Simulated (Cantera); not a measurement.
Input: 1 mol B2O3, 3.8 mol HF, 40 mol H2, at 2.00 Pa.

Equilibrium computed with Cantera from the NASA thermochemical tables; the gas is ideal and each condensed phase is pure. Candidate condensed phases: B, B2O3, B3O3H3, H2O; 43 gas species. Equilibrium is a limit: real reactors are often held back by kinetics, nucleation or transport.

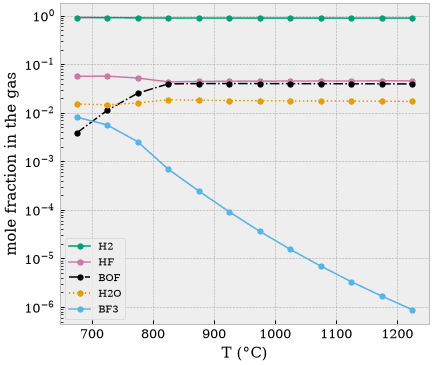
Fig. 1. Equilibrium gas composition (values under 1e-9 drawn at 1e-9)

From 675 °C to 775 °C the condensed part is B2O3(l). From 825 °C to 1225 °C nothing is condensed. The main B-bearing gas is BF3 at 675 °C and BOF at 1225 °C.
